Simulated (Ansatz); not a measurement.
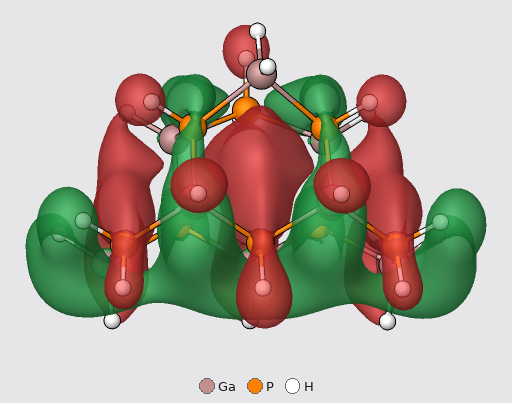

Ga$_{8}$H$_{22}$P$_{8}$ (Ga8P8 wurtzite off sphere). The LUMO at ±0.04 Å⁻³ᐟ² (green and red are the two phases), seen across its widest extent.

Geometry: PBE-D4/def2-SVP.

These are results of RKS PBE0-D4/def2-SVP (Ansatz 0.2.0), not measurements.

Input

```
crystal:
  periodic: [false, false, false]
  atoms:
    - {symbol: Ga, position_ang: [0.501465, -4.308710, -1.404863]}
    - {symbol: P, position_ang: [0.505383, -4.057222, 1.039277]}
    - {symbol: P, position_ang: [0.515238, -1.945125, -1.895640]}
    - {symbol: Ga, position_ang: [-1.502481, -0.865536, -1.233522]}
    - {symbol: Ga, position_ang: [0.507089, -1.920556, 2.150338]}
    - {symbol: P, position_ang: [-1.337936, -0.772959, 1.166840]}
    - {symbol: P, position_ang: [-1.427489, 1.422563, -1.892354]}
    - {symbol: Ga, position_ang: [-3.480050, 2.593185, -1.398175]}
    - {symbol: Ga, position_ang: [-1.406951, 1.397286, 2.153572]}
    - {symbol: P, position_ang: [-3.258431, 2.466973, 1.045603]}
    - {symbol: Ga, position_ang: [2.540336, -0.957964, -1.153620]}
    - {symbol: P, position_ang: [2.352271, -0.756419, 1.213870]}
    - {symbol: P, position_ang: [2.306177, 1.332238, -1.883380]}
    - {symbol: Ga, position_ang: [0.441469, 2.680367, -1.150027]}
    - {symbol: Ga, position_ang: [2.618521, 1.508570, 2.047456]}
    - {symbol: P, position_ang: [0.523770, 2.413174, 1.217000]}
    - {symbol: H, position_ang: [-0.901993, -4.926530, -1.773556]}
    - {symbol: H, position_ang: [1.901792, -4.935124, -1.774347]}
    - {symbol: H, position_ang: [-0.568010, -4.812406, 1.608464]}
    - {symbol: H, position_ang: [1.589225, -4.800935, 1.603493]}
    - {symbol: H, position_ang: [0.545588, -1.842287, -3.324381]}
    - {symbol: H, position_ang: [-2.806210, -1.617193, -1.701696]}
    - {symbol: H, position_ang: [0.467721, -2.027337, 3.720118]}
    - {symbol: H, position_ang: [-2.500950, -1.444390, 1.663420]}
    - {symbol: H, position_ang: [-1.324453, 1.399426, -3.321216]}
    - {symbol: H, position_ang: [-4.717805, 1.688196, -1.767352]}
    - {symbol: H, position_ang: [-3.321490, 4.119567, -1.765381]}
    - {symbol: H, position_ang: [-1.517822, 1.414342, 3.723471]}
    - {symbol: H, position_ang: [-4.449010, 1.914790, 1.614872]}
    - {symbol: H, position_ang: [-3.359369, 3.776653, 1.611918]}
    - {symbol: H, position_ang: [3.868886, -1.613147, -1.686878]}
    - {symbol: H, position_ang: [3.495455, -1.468865, 1.699835]}
    - {symbol: H, position_ang: [2.301738, 1.331093, -3.312893]}
    - {symbol: H, position_ang: [3.532122, 2.039242, -1.687638]}
    - {symbol: H, position_ang: [0.538888, 4.159225, -1.681216]}
    - {symbol: H, position_ang: [2.569548, 1.478758, 3.623946]}
    - {symbol: H, position_ang: [3.778029, 2.178335, 1.199634]}
    - {symbol: H, position_ang: [0.479749, 3.758734, 1.704996]}
basis:
  gaussian: {orbitals: def2-SVP, fitting: {mean_field: def2-universal-jkfit}, initial_orbitals: start.molden}
hamiltonian: {xc: pbe0, dispersion: d4}
scf: {omitted_lower_state_checks: [starts]}
output: {forces: true, orbitals: {seedname: orbitals}}
```

Run with:

```sh
ansatz run in.yaml --threads 2 --pin off --events-out ev --progress --plain --max-ram 32768MiB --backend cuda --devices 0, --max-vram 18GiB
```

**Describe this orbital and give its energy.**

No atom holds more than about 10 % of it (Hirshfeld); by element the shares are Ga 40 %, P 40 % and H 20 %. Its energy is −1.12 eV.
